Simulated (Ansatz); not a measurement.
# CH2FOSi: the cost of one run

Method: UKS PBE/STO-3G, in Ansatz 0.2.0.

1 further run of the same task is left out (it didn't finish).

## Step 1: The starting structure

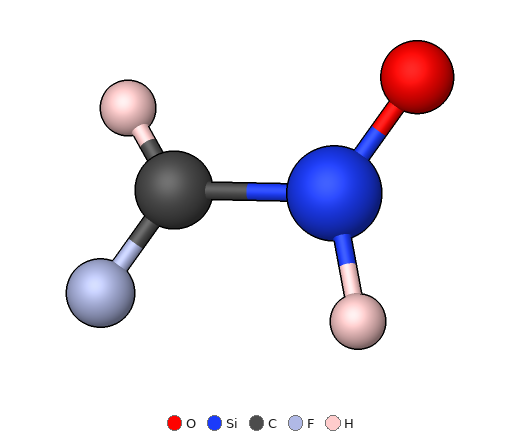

The starting structure, seen from a chosen angle (oxygen red, silicon blue, carbon dark grey, fluorine light blue, hydrogen pink).

Structure file:

```xyz
6

O     2.1117   -0.3982    0.4624
Si    0.8784   -0.0895   -0.3434
C    -0.7995    0.0634    0.4357
F    -1.8936    0.3433   -0.2749
H     0.7328    0.1368   -1.7666
H    -1.0297   -0.0558    1.4868
```

## Step 2: Relaxing the start

Contents of input.yaml:

```yaml
crystal:
  periodic: [false, false, false]
  atoms:
    - { symbol: O, position_ang: [2.11165, -0.39821, 0.46241] }
    - { symbol: Si, position_ang: [0.8784, -0.08946, -0.3434] }
    - { symbol: C, position_ang: [-0.79951, 0.0634, 0.43573] }
    - { symbol: F, position_ang: [-1.8936, 0.34327, -0.27489] }
    - { symbol: H, position_ang: [0.73279, 0.13678, -1.76664] }
    - { symbol: H, position_ang: [-1.02973, -0.05577, 1.48679] }
magnetization:
  spin_polarized: true
  initial_magnetization: 1
basis:
  gaussian: { orbitals: STO-3G }
hamiltonian:
  xc: pbe
relax:
  f_tol: 0.02
  max_steps: 40
```

Started as:

```bash
ansatz run input.yaml --threads 1 --pin off --max-ram 2048MiB --backend cpu --events-out ev --progress --plain --runs-dir out
```

Q: Estimate wall time and peak memory on 1 thread of Arm Neoverse V2, shared host.

About 10 s, with a peak of 0.15 GiB.
